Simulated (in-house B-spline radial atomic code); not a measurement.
All numbers are computed, not measured: scalar-relativistic (spin-free one-electron X2C) CAM-B3LYP, spin-polarised, spherical fractional occupations, Fermi nucleus, basis-set limit (an in-house B-spline radial code). The occupation of the 6s shell is varied from Er²⁺ ([Xe] 4f12 (high spin)) to Er⁺ ([Xe] 4f12 6s1 (high spin)), with spherical fractional occupations. Wanted, and plotted below: the total energy less the straight line between the end points.

The curve is convex (below the straight line), with the largest deviation among the points computed, −0.28 eV, at 0.5. The end points differ by 12.1 eV, the energy to take the electron out. Convexity is the delocalisation error: fractional charges are too low in energy. Exact exchange at spherical fractional occupations leaves self-interaction in partly filled shells, which adds to the curvature.

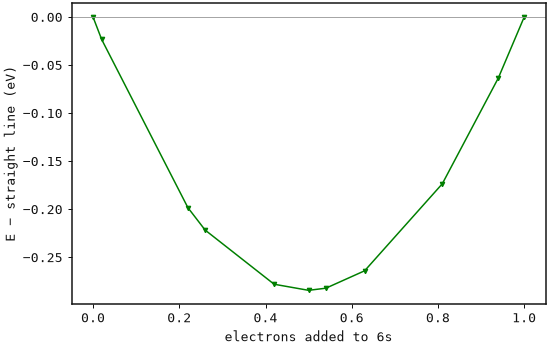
